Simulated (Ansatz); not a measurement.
**HCl (hydrogen chloride) at 6 levels**

Aim: a comparison of 6 runs (CAM-B3LYP/3-21G, B2PLYP/6-31G*, BLYP/6-31G*, UMP2/3-21G, BCCD(T)/3-21G, CCSDT/3-21G) of HCl (hydrogen chloride). 

Program for the calculation: Ansatz 0.2.0.

56 further runs of the same task are left out: 2 that didn't finish, 54 set aside as unsound or not needed.

**1. The system as given**

HCl has 2 atoms, charge 0, and is taken as a singlet. SMILES: `Cl`. The H2–Cl1 distance was set to 1.599 Å, away from the relaxed value.

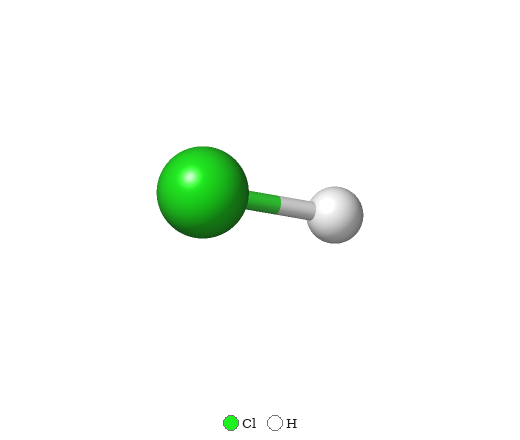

The structure, seen from a chosen angle (chlorine green, hydrogen white).

**2. The energy at CAM-B3LYP/3-21G (run 1)**

File run.yaml:

```yaml
basis:
  gaussian: {orbitals: 3-21G.json}
crystal:
  periodic: [false, false, false]
  atoms:
    - {symbol: Cl, position_ang: [0.819009, -0.267753, 0.421205]}
    - {symbol: H, position_ang: [-0.546000, 0.178500, -0.280800]}
total_charge: 0
hamiltonian: {xc: {name: CAM-B3LYP}}
accuracy: high
```

The basis set 3-21G is read from a file made from the Basis Set Exchange's data (not shown).

On the command line:

```bash
$ ansatz run run.yaml --threads 1 --pin off --max-ram 2610MiB --events-out events.jsonl --progress --plain --runs-dir runs
```

Log:

```text
Warning: RAYON_NUM_THREADS=1 ignored (pool sized by the plan → 1); use --threads N
Functional definition: CAM-B3LYP
  name "CAM-B3LYP"
  parameter alpha = 0.19
  parameter beta = 0.46
  parameter omega = 0.33/bohr
  parameter ac = 0.81
  exchange = (1 - alpha - beta)*b88_x + beta*b88_x_sr(omega) + alpha*exact_x + beta*exact_x_lr(omega)
  correlation = (1 - ac)*vwn5_c + ac*lyp_c
259 factors; integrals over basis functions are off by at most 3.8e-9 eV
107 factors; integrals over basis functions are off by at most 2.0e-9 eV
mean field evaluation 1: about -12477.2511 eV, gradient 1.3e1 eV
mean field evaluation 2: about -12477.6083 eV, gradient 1.2e1 eV
mean field evaluation 4: about -12477.9942 eV, gradient 3.1e-2 eV
mean field evaluation 8: about -12477.9907 eV, gradient 1.7e-4 eV
mean field -12477.99071245 eV, -458.5577007965 hartree, gradient 5.5e-8 eV, S^2 0.000000; 0 other end points of the search recorded, 0 dependent functions left out
reference -12477.99072396 eV, -458.5577012196 hartree; 9, 9 occupied and 6, 6 virtual orbitals, 259 factors
Total energy: -12477.99072396 eV, -458.5577012196 hartree
```

Wall time 0.4 s (1 thread of Arm Neoverse V2, shared host).

**3. The energy at B2PLYP/6-31G(d) (spherical functions) (run 2)**

File job.yaml:

```yaml
basis:
  gaussian:
    orbitals: 6-31G_st_-spherical.json
crystal:
  periodic: [false, false, false]
  atoms:
    - {symbol: Cl, position_ang: [0.819009, -0.267753, 0.421205]}
    - {symbol: H, position_ang: [-0.546000, 0.178500, -0.280800]}
accuracy: high
correlation:
  frozen_orbitals: {Cl: 5, H: 0}
hamiltonian:
  xc: {name: B2PLYP}
```

The basis set 6-31G* is read from a file made from the Basis Set Exchange's data (not shown).

On the command line:

```bash
$ ansatz run job.yaml --threads 1 --pin off --max-ram 2610MiB --events-out events.jsonl --progress --plain --runs-dir runs
```

Log, shortened:

```text
Warning: RAYON_NUM_THREADS=1 ignored (pool sized by the plan → 1); use --threads N
Functional definition: B2PLYP
  name "B2PLYP"
[...]
319 factors; integrals over basis functions are off by at most 3.1e-9 eV
[...]
mean field -12532.01888658 eV, -460.5431995743 hartree, gradient 8.7e-9 eV, S^2 0.000000; 0 other end points of the search recorded, 0 dependent functions left out
5 core orbitals not correlated: weight in the atoms' cores, before any rotation towards them, 1.000 or more for the frozen orbitals, at most 0.000 for the correlated occupied ones
reference -12532.01890213 eV, -460.5432001459 hartree; 4, 4 occupied and 11, 11 virtual orbitals, 319 factors
second order -4.56631631 eV of doubles, -0.00000000 eV of singles
Total energy: -12533.25180754 eV, -460.5885085838 hartree
```

Wall time 0.58 s (1 thread of Arm Neoverse V2, shared host).

Runs 3 to 5 aren't shown in full; the table further down has their settings and results.

**4. The energy at CCSDT/3-21G (run 6)**

File job.yaml:

```yaml
crystal:
  periodic: [false, false, false]
  atoms:
    - {symbol: Cl, position_ang: [0.819009, -0.267753, 0.421205]}
    - {symbol: H, position_ang: [-0.546000, 0.178500, -0.280800]}
basis:
  gaussian:
    orbitals: 3-21G.json
correlation:
  method: ccsdt
  frozen_orbitals: {Cl: 5, H: 0}
accuracy: high
total_charge: 0
scf:
  omitted_lower_state_checks: [cluster_reference, increment]
```

The basis set 3-21G is read from a file made from the Basis Set Exchange's data (not shown).

On the command line:

```bash
$ ansatz run job.yaml --threads 1 --pin off --max-ram 2610MiB --events-out events.jsonl --progress --plain --runs-dir runs
```

Log, shortened:

```text
Warning: RAYON_NUM_THREADS=1 ignored (pool sized by the plan → 1); use --threads N
Functional definition: HF
  name "HF"
[...]
259 factors; integrals over basis functions are off by at most 3.8e-9 eV
[...]
mean field -12458.45550313 eV, -457.8397950957 hartree, gradient 2.2e-8 eV, S^2 0.000000; 0 other end points of the search recorded, 0 dependent functions left out
5 core orbitals not correlated: weight in the atoms' cores, before any rotation towards them, 1.000 or more for the frozen orbitals, at most 0.000 for the correlated occupied ones
reference -12458.45550313 eV, -457.8397950957 hartree; 4, 4 occupied and 6, 6 virtual orbitals, 259 factors
second order -1.60329341 eV of doubles, -0.00000000 eV of singles
cycle   1  -1.83006917 eV  change   -2.3e-1 eV  update   4.7e-2
[...]
cycle  18  -1.98319133 eV  change  -1.8e-10 eV  update  4.4e-11
Total energy: -12460.43869446 eV, -457.9126760327 hartree
Checks for a lower state left out: cluster_reference, increment
```

Run time: 0.22 s. Hardware: 1 thread of Arm Neoverse V2, shared host.

**5. Overview of the runs**

| run | level | frozen core orbitals | energy (Eh) | wall time |
| --- | --- | --- | --- | --- |
| 1 | CAM-B3LYP/3-21G | – | -458.557701 | 0.4 s |
| 2 | B2PLYP/6-31G* (spherical functions) | 5 | -460.588509 | 0.58 s |
| 3 | BLYP/6-31G* (spherical functions) | – | -460.740281 | 0.42 s |
| 4 | UMP2/3-21G | 5 | -457.898715 | 0.1 s |
| 5 | BCCD(T)/3-21G | 5 | -457.912573 | 0.16 s |
| 6 | CCSDT/3-21G | 5 | -457.912676 | 0.22 s |

**6. Outcome**

```
                                          quantity          value
                               run 6: total energy  -457.91268 Eh
run 6: correlation energy (5 core orbitals frozen)      -72.9 mEh
                              run 6: T1 diagnostic          0.009
```

**Reading.** Totals of different functionals can't be ranked against each other. All runs together took 1.9 s, the longest 0.58 s.
